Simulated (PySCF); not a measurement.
**C₄H₃BF₂O: geometry, spin-spin couplings**

What spin-spin couplings should C₄H₃BF₂O (`FB(F)c1ccco1`) show?

Programs: PySCF 2.14.0, with density-fitted response routines of our own. Each step states its level of theory. These are calculated values for one molecule in the gas phase, unless marked as measured. Atoms are numbered from 0 throughout.

## (1) Starting geometry

11 atoms, charge 0, multiplicity 1; geometry from: GFN2-xTB. The atoms were then displaced at random by about 0.01 Å, so the start is not that level's minimum.

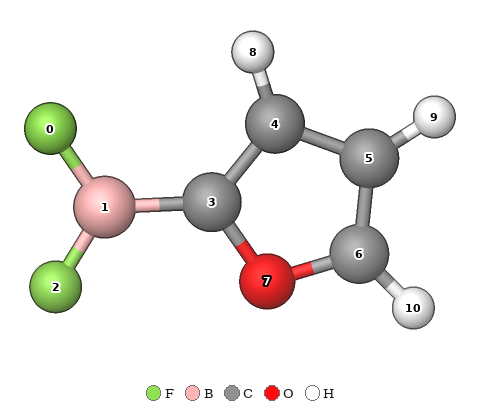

The starting geometry (fluorine green, boron pink, carbon grey, oxygen red, hydrogen white), atoms numbered.

## (2) Optimising the geometry at PBE0-D3(BJ)/def2-SVP

What the job is given:

```
{"job": {"xc": "PBE0", "basis": "def2-SVP", "d3": "d3bj", "grid": 1, "shake": 0.01, "kind": "geom"}, "charge": 0, "multiplicity": 1}
F      2.794920    -0.833320     0.680710
B      2.085390     0.163140     0.100720
F      2.807660     1.159570    -0.358550
C      0.595260     0.112350    -0.011320
C     -0.325240    -0.869530     0.409880
C     -1.615620    -0.421540     0.070050
C     -1.425670     0.779040    -0.544210
O     -0.133190     1.115030    -0.602040
H     -0.056060    -1.765080     0.940730
H     -2.541890    -0.932770     0.260290
H     -2.147450     1.467280    -0.961930
```

On the command line:

```console
OMP_NUM_THREADS=1 python probes_run.py task.json out
```

This one command runs all jobs of the session in turn.

**Question.** This job is followed by: B3LYP/cc-pVTZ indirect spin-spin coupling, non-relativistic, gas phase; B3LYP/6-31G* indirect spin-spin coupling, non-relativistic, gas phase. What will the session give for the following? point group; rotational constants (main isotopes); largest coupling of the table (B3LYP/cc-pVTZ); range of J(F0,F2), mean over like pairs.

**Answer**, as computed:

| quantity | value |
| --- | --- |
| point group | Cs |
| rotational constants (main isotopes) | 4.92, 1.45, 1.12 GHz |
| largest coupling of the table (B3LYP/cc-pVTZ) | 2J(F,F) F0–F2, -197.2 Hz |
| range of J(F0,F2), mean over like pairs | -197.2 to -110.3 Hz |

Over 9 steps the energy fell by 0.106 eV; of the close pairs, B1–C3 changed most, 1.495 to 1.533 Å. No frequency check was run at this level, so the end point may be a saddle. Of the pairs tabulated at B3LYP/cc-pVTZ, F0–F2 couples most strongly (-197.2 Hz; Fermi contact 15.9 Hz). Couplings across rotatable bonds belong to this one conformer; where others are populated, the observed values are averages. Density functionals describe couplings to fluorine poorly, F–F couplings above all, so those rows are rough. The coupling F0–F2, as a mean over pairs of its kind, runs from -197.2 Hz (B3LYP/cc-pVTZ) to -110.3 Hz (B3LYP/6-31G*). Couplings from bases without tight functions are rough.
